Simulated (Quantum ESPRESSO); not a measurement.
# Magnetic state of La2Fe2S2O3 from several starts

Wanted: the moments of La2Fe2S2O3 and the energy of each order that was tried.

Main program and level: Quantum ESPRESSO 7.5; LDA with U = 4.5 eV on Fe d (ortho-atomic projectors); plane waves with GBRV 1.5 LDA potentials, no spin-orbit coupling.

Experimental background.

For La2Fe2O3S2, tetragonal layered oxychalcogenide (solid-state synthesised powder, 4 K), “Magnetic and Structural Properties of the Iron Oxychalcogenides La2O2Fe2OM2 (M= S, Se)” (2018, arxiv:1801.00342) gives, by neutron powder diffraction, magnetic Rietveld: moment (ordered Fe2+ moment) 2.32 ± 0.04 μB [moment depends on the assumed non-collinear AFM3 magnetic model].

Report form: the programs' logs are mostly left out.

### 1. The structure

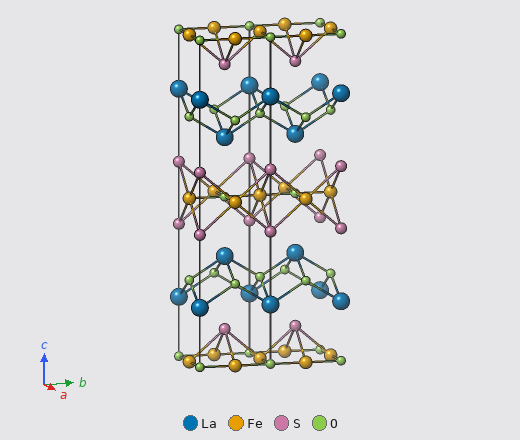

The starting structure, seen slightly off an axis (lanthanum blue, iron orange, sulfur pink, oxygen green). 1×2×1 cells are drawn. This picture shows the conventional cell, with its axes. Some periodic images of atoms are drawn too.

The cell comes from Materials Project 2023-11-01, a database of computed structures, and need not be the stable phase.

### 2. Run 1 (ferro ++)

The signs are those of the starting moments on the seeded atoms, the atoms that are given a moment.

The input, pw.in:

```
&CONTROL
  calculation = 'scf'
  prefix = 'pwscf'
  outdir = './tmp'
  pseudo_dir = './pseudo'
  disk_io = 'nowf'
/
&SYSTEM
  ibrav = 0
  celldm(1) = 8
  nat = 9
  ntyp = 4
  ecutwfc = 40
  ecutrho = 280
  nbnd = 59
  occupations = 'smearing'
  smearing = 'fd'
  degauss = 0.00367493
  nspin = 2
  starting_magnetization(1) = 0
  starting_magnetization(2) = 0.25
  starting_magnetization(3) = 0
  starting_magnetization(4) = 0
/
&ELECTRONS
  conv_thr = 1.8d-08
  electron_maxstep = 150
  mixing_beta = 0.3
/
ATOMIC_SPECIES
La    138.9055 la_lda_v1.uspp.F.UPF
Fe     55.8450 fe_lda_v1.5.uspp.F.UPF
S      32.0600 s_lda_v1.4.uspp.F.UPF
O      15.9990 o_lda_v1.2.uspp.F.UPF
CELL_PARAMETERS alat
  -0.4780716549912    0.4780716549912    2.1477261805371
   0.4780716549912   -0.4780716549912    2.1477261805371
   0.4780716549912    0.4780716549912   -2.1477261805371
ATOMIC_POSITIONS crystal
La      0.1818010000    0.1818010000    0.0000000000
La      0.8181990000    0.8181990000    0.0000000000
Fe      0.5000000000    0.0000000000    0.5000000000
Fe      0.0000000000    0.5000000000    0.5000000000
S       0.4049150000    0.4049150000    0.0000000000
S       0.5950850000    0.5950850000    0.0000000000
O       0.7500000000    0.2500000000    0.5000000000
O       0.2500000000    0.7500000000    0.5000000000
O       0.0000000000    0.0000000000    0.0000000000
K_POINTS automatic
8 8 8 0 0 0
HUBBARD {ortho-atomic}
U Fe-3d 4.5000
```

On the command line:

```console
> OMP_NUM_THREADS=1 mpirun -n 8 pw.x -nk 8 -in pw.in > pw.out
```

The job ended after 11 min (8 MPI ranks of AMD EPYC 7B13 (Zen 3), shared host; peak memory 3 GiB).

Spin moment in the atom's sphere by atom:

| atom | spin moment in the atom's sphere (μB) |
| --- | --- |
| La1 | 0.01 |
| La2 | 0.01 |
| Fe3 | 3.33 |
| Fe4 | 3.33 |
| S5 | 0.13 |
| S6 | 0.13 |
| O7 | 0.01 |
| O8 | 0.01 |
| O9 | 0.21 |

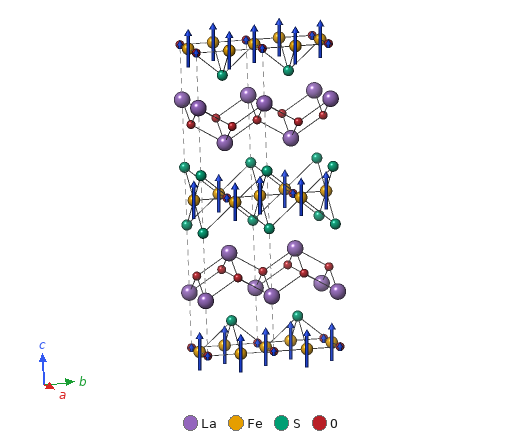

Spin moment in the atom's sphere as arrows, the longest 3.33 μB. Up and down stand for the sign. Arrows give size and sign along the axis of quantisation, drawn up and down the page. Each arrow also spans its atom, so small moments look longer than they are. 1×2×1 conventional cells are drawn. Some periodic images of atoms are drawn too.

Numbers from this step:

* smearing term TS: 5.87e-7 eV
* net moment: 8 μB
* integrated |m|: 8.025 μB
* final state: ferromagnetic

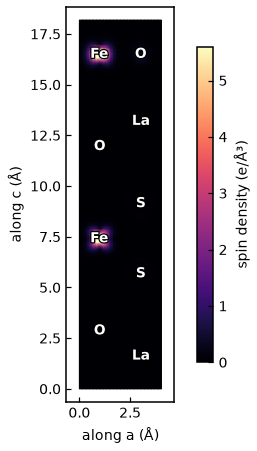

Spin density in the ac plane of the conventional cell at fractional y = 0.000, with atoms of La and Fe and S and O within 0.2 Å of it. The map starts off the cell's origin, so that atoms lie inside it.

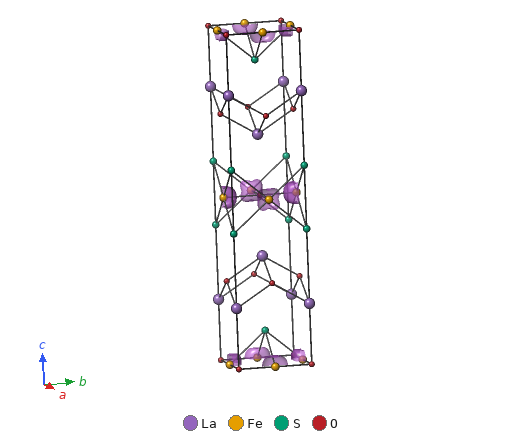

Surface of spin density = 0.55 e/Å³, which holds about 70 % of the integral of its size.

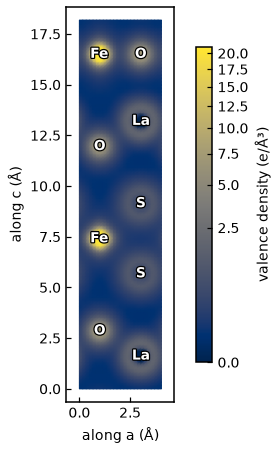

Valence density in the ac plane of the conventional cell at fractional y = 0.000, with atoms of La and Fe and S and O within 0.2 Å of it. It is the smooth field of the valence electrons, not physical close to the nuclei. The map starts off the cell's origin, so that atoms lie inside it. The colour scale is stretched toward low values.

### 3. Run 2, typed as antiferro +−

pw.in, as its differences from that of step 2:

```diff
@@ -11,6 +11,6 @@
   nat = 9
-  ntyp = 4
+  ntyp = 5
   ecutwfc = 40
   ecutrho = 280
-  nbnd = 59
+  nbnd = 55
   occupations = 'smearing'
@@ -21,4 +21,5 @@
   starting_magnetization(2) = 0.25
-  starting_magnetization(3) = 0
+  starting_magnetization(3) = -0.25
   starting_magnetization(4) = 0
+  starting_magnetization(5) = 0
 /
@@ -31,3 +32,4 @@
 La    138.9055 la_lda_v1.uspp.F.UPF
-Fe     55.8450 fe_lda_v1.5.uspp.F.UPF
+Fe1    55.8450 fe_lda_v1.5.uspp.F.UPF
+Fe2    55.8450 fe_lda_v1.5.uspp.F.UPF
 S      32.0600 s_lda_v1.4.uspp.F.UPF
@@ -41,4 +43,4 @@
 La      0.8181990000    0.8181990000    0.0000000000
-Fe      0.5000000000    0.0000000000    0.5000000000
-Fe      0.0000000000    0.5000000000    0.5000000000
+Fe1     0.5000000000    0.0000000000    0.5000000000
+Fe2     0.0000000000    0.5000000000    0.5000000000
 S       0.4049150000    0.4049150000    0.0000000000
@@ -51,2 +53,3 @@
 HUBBARD {ortho-atomic}
-U Fe-3d 4.5000
+U Fe1-3d 4.5000
+U Fe2-3d 4.5000
```

The job ended after 20 min (8 MPI ranks; peak memory 3.2 GiB; 2.7 h of CPU time).

Spin moment in the atom's sphere by atom:

| atom | spin moment in the atom's sphere (μB) |
| --- | --- |
| La1 | 0.00 |
| La2 | 0.00 |
| Fe3 | 3.30 |
| Fe4 | -3.30 |
| S5 | 0.00 |
| S6 | 0.00 |
| O7 | 0.00 |
| O8 | 0.00 |
| O9 | 0.00 |

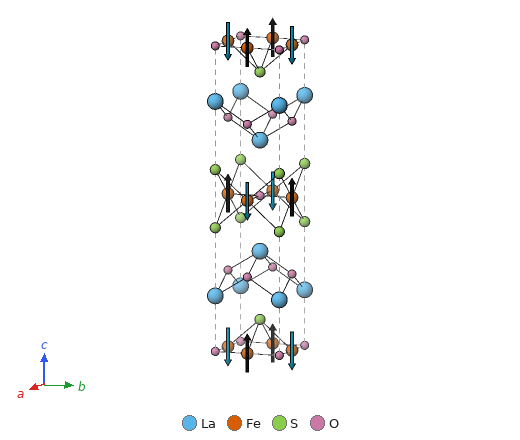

Spin moment in the atom's sphere as arrows, the longest 3.30 μB. Up and down stand for the sign. Arrows give size and sign along the axis of quantisation, drawn up and down the page. The two directions have two colours. Some periodic images of atoms are drawn too.

Read from the output:

```yaml
smearing_term_ts: 1.17e-11 eV
net_moment: 0 μB
integrated_m: 7.488 μB
final_state: antiferromagnetic
```

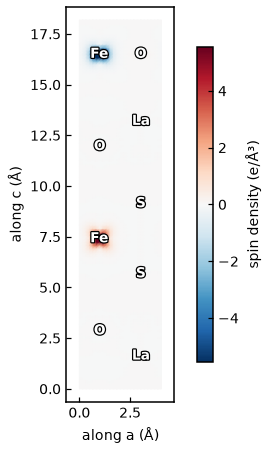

Spin density in the ac plane of the conventional cell at fractional y = 0.000, with atoms of La and Fe and S and O within 0.2 Å of it. The map starts off the cell's origin, so that atoms lie inside it.

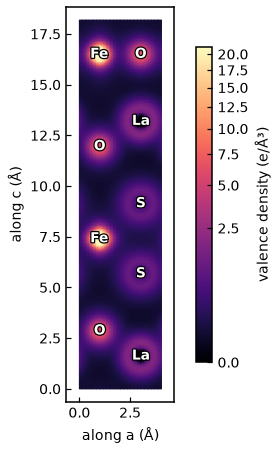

Valence density in the ac plane of the conventional cell at fractional y = 0.000, with atoms of La and Fe and S and O within 0.2 Å of it. It is the smooth field of the valence electrons, not physical close to the nuclei. The map starts off the cell's origin, so that atoms lie inside it. The colour scale is stretched toward low values.

### 4. The states side by side

An order is kept where moments of 0.15 μB or more survive with the typed signs; meshes match where a doubled cell samples the same k points as the first cell.

Orders:

| start | final state | typed order kept | energy over the lowest (meV a seeded atom) | largest site moment (μB) | net moment (μB a cell of the first run) | mesh matched | CPU time (s) |
| --- | --- | --- | --- | --- | --- | --- | --- |
| ferro ++ | ferromagnetic | yes | 54.92 | 3.33 | 8 | yes | 5256 |
| antiferro +- | antiferromagnetic | yes | 0 | 3.297 | 0 | yes | 9679 |

### 5. Occupations of the corrected shells in the lowest state

Occupations of the Hubbard shells:

| block | type | shell | spin | electrons | occupation numbers |
| --- | --- | --- | --- | --- | --- |
| 3 | Fe1 | 3d | up | 4.908 | 0.974 0.977 0.980 0.986 0.991 |
| 3 | Fe1 | 3d | down | 1.269 | 0.041 0.046 0.102 0.142 0.938 |
| 4 | Fe2 | 3d | up | 1.269 | 0.041 0.046 0.102 0.142 0.938 |
| 4 | Fe2 | 3d | down | 4.908 | 0.974 0.977 0.980 0.986 0.991 |

### 6. What came out

| Property | Result |
| --- | --- |
| lowest state found | antiferromagnetic (from antiferro +-) |
| largest site moment | 3.30 μB |
| next state with moments | ferromagnetic, 54.9 meV a seeded atom higher |

In words: This is the lowest of 2 collinear or spinless starts, no proof of the ground state. A computed site moment is spin alone and hangs on the region that is counted: the program's spheres do not touch and miss the tail of the moment. Measured moments hold any orbital part as well, and belong to the order of the sample, which need not be the order of this run.

Computed beside measured:

| quantity | measured | in the sphere | projected shell |
| --- | --- | --- | --- |
| moment (Fe) (μB) | 2.32 | 3.30 (+42.1 %) | 3.64 (+56.9 %) |

Measured values from arxiv:1801.00342 (2018).

**Verdict.** For the moment, of the levels listed nearest comes in the sphere (+42.1 %) and farthest projected shell (+56.9 %). No cell relaxation is part of this session.

[Logs and program files are shortened in this print: banners, set-up blocks, solver, clock and traceback lines can be left out without a mark of their own.]

[Logs are printed without paths, hosts, clocks, repeated set-up lines and the standing remarks that a program may print on its own settings, such as how far it seeks lower states.]

[Hosts, paths, dates, database ids (printed as entryN), source tags and the programs' standing remarks are cut or masked in the printed files.]

[Where a cell is said to come from a database of computed structures, the database is the Materials Project.]
